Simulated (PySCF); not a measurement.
NMR shielding calculation, with input and output: C5H13AlO2

The run: NMR shielding calculation of C5H13AlO2. Method and program: GIAO CAM-B3LYP/pcSseg-1 NMR shielding, non-relativistic, IEF-PCM cyclohexane (PySCF 2.14.0).

The geometry comes from this level: GFN2-xTB. Figures and captions count atoms from 1; the log counts them from 0 in places.

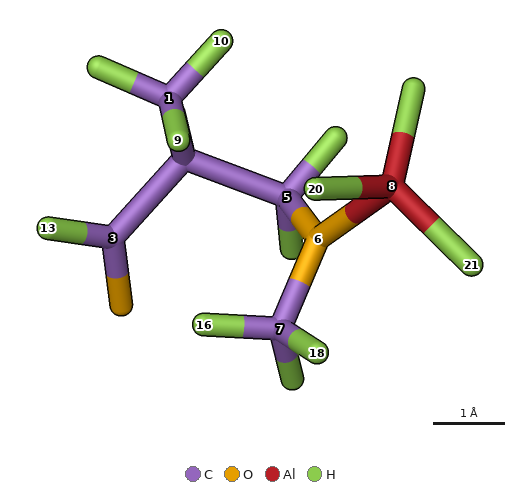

The structure as given in the input (stick view, seen at a tilt; atoms are numbered from 1 in the order of the input). Sticks mark near contacts. Bond lengths as drawn: Al–H 1.57 to 1.58 Å, Al–O 1.88 Å, C–C 1.51 to 1.54 Å, C–H 1.09 to 1.11 Å and C–O 1.20 to 1.41 Å.

### Summary

```csv
quantity,value
outcome,converged
total energy,−591.003329 hartree
HOMO,−8.91 eV
LUMO,−0.03 eV
dipole moment,4.13 D
"isotropic shielding, C",−35.5 to 172.7 ppm
"isotropic shielding, O",−361.1 to 329.5 ppm
"isotropic shielding, Al",405.5 ppm
"isotropic shielding, H",21.6 to 30.1 ppm
hardware,"1 CPU thread, shared host"
wall time,58 s
peak memory,1.4 GiB
```

### The input
```
{"job": {"xc": "CAM-B3LYP", "basis": "pcSseg-1", "solvent": "cyclohexane", "grid": 3, "scf": {"guess": "atom"}, "kind": "nmr", "pop": false}, "charge": 0, "multiplicity": 1}
C     -1.370377     1.124576     0.698342
C     -1.450047     0.060751    -0.389344
C     -1.856307    -1.295274     0.139947
O     -1.726901    -2.327232    -0.458016
C     -0.145714    -0.029517    -1.201880
O      1.008065    -0.096700    -0.393176
C      1.240283    -1.324014     0.257951
Al     2.178666     1.276749     0.138040
H     -0.604653     0.879179     1.432458
H     -1.105892     2.083337     0.258076
H     -2.325408     1.224541     1.207934
H     -2.237865     0.334162    -1.104142
H     -2.324827    -1.268515     1.142439
H     -0.017200     0.882524    -1.789169
H     -0.185309    -0.901039    -1.867044
H      0.473880    -1.531495     1.009434
H      1.273628    -2.145825    -0.461662
H      2.208409    -1.221097     0.751127
H      1.528607     2.413819    -0.737678
H      1.896926     1.254858     1.694611
H      3.533117     0.623154    -0.328719
```

The first line tells a small driver script what to run in PySCF; the rest is the geometry in Å.

Run as:
```bash
OMP_NUM_THREADS=1 python <driver script> task.json out
```

### Log
```
final grid: 245440 points
cycle   1  E = -590.7503140021  dE =  2.400e+00  |g| = 1.108e+00  |ddm| = 3.966e+00
cycle   2  E = -590.7002191686  dE =  5.009e-02  |g| = 1.279e+00  |ddm| = 1.855e+00
cycle   3  E = -590.9929594012  dE = -2.927e-01  |g| = 2.279e-01  |ddm| = 1.129e+00
cycle   4  E = -591.0023804807  dE = -9.421e-03  |g| = 6.628e-02  |ddm| = 1.794e-01
cycle   5  E = -591.0032637123  dE = -8.832e-04  |g| = 1.838e-02  |ddm| = 6.876e-02
cycle   6  E = -591.0033204815  dE = -5.677e-05  |g| = 6.804e-03  |ddm| = 1.519e-02
cycle   7  E = -591.0033287685  dE = -8.287e-06  |g| = 1.386e-03  |ddm| = 6.283e-03
cycle   8  E = -591.0033293152  dE = -5.467e-07  |g| = 5.403e-04  |ddm| = 2.775e-03
cycle   9  E = -591.0033293952  dE = -8.001e-08  |g| = 1.072e-04  |ddm| = 8.816e-04
cycle  10  E = -591.0033293993  dE = -4.089e-09  |g| = 3.558e-05  |ddm| = 2.439e-04
cycle  11  E = -591.0033293997  dE = -3.608e-10  |g| = 1.389e-05  |ddm| = 5.604e-05
converged SCF energy = -591.0033293997

GIAO shielding tensors (ppm)
atom      isotropic    diamagn.    paramagn.     s11        s22        s33       span
  0 C      172.659     249.391     -76.732    160.966    174.940    182.071     21.104
  1 C      135.716     254.196    -118.480    116.664    137.647    152.837     36.173
  2 C      -35.460     250.114    -285.574   -126.247    -62.585     82.452    208.698
  3 O     -361.059     402.251    -763.310  -1013.852   -448.760    379.435   1393.287
  4 C      109.660     245.518    -135.858     74.735     94.495    159.751     85.016
  5 O      329.528     403.002     -73.474    297.219    333.528    357.837     60.618
  6 C      121.594     246.586    -124.992     91.867    103.048    169.866     78.000
  7 Al     405.535     795.517    -389.982    383.109    403.556    429.938     46.829
  8 H       30.059      32.902      -2.842     25.136     30.021     35.021      9.885
  9 H       30.064      31.361      -1.297     25.793     28.691     35.709      9.917
 10 H       30.087      29.941       0.146     25.953     26.880     37.429     11.476
 11 H       29.614      31.333      -1.719     25.181     28.378     35.283     10.102
 12 H       21.635      29.243      -7.608     18.745     20.485     25.675      6.931
 13 H       27.186      31.739      -4.553     22.976     26.636     31.945      8.968
 14 H       27.075      31.888      -4.813     23.114     26.013     32.097      8.983
 15 H       28.680      32.253      -3.573     24.931     27.867     33.241      8.311
 16 H       28.483      30.313      -1.830     24.898     25.653     34.898     10.000
 17 H       27.478      30.115      -2.638     22.838     26.314     33.280     10.442
 18 H       27.922      31.367      -3.445     24.660     27.391     31.717      7.057
 19 H       27.798      31.064      -3.265     24.635     27.218     31.542      6.906
 20 H       27.788      30.567      -2.779     24.173     26.448     32.744      8.571
```

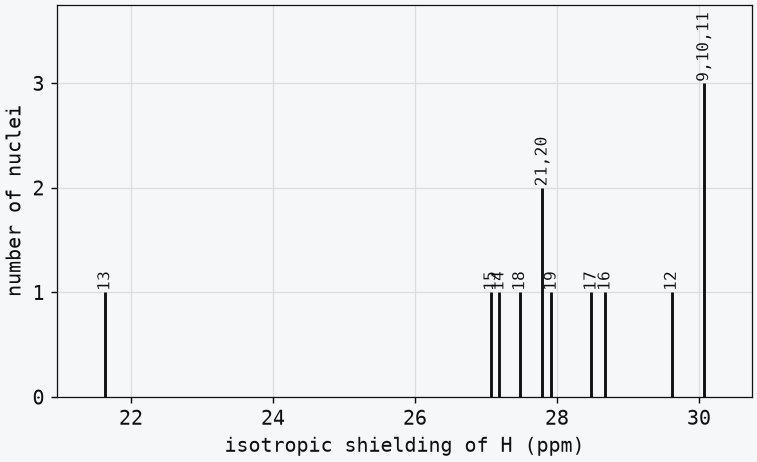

Isotropic shieldings of the hydrogen nuclei in this fixed geometry, labelled by atom number; shielding grows to the right, so chemical shift grows to the left. The least shielded is H13 (21.6 ppm), the most shielded H11 (30.1 ppm).
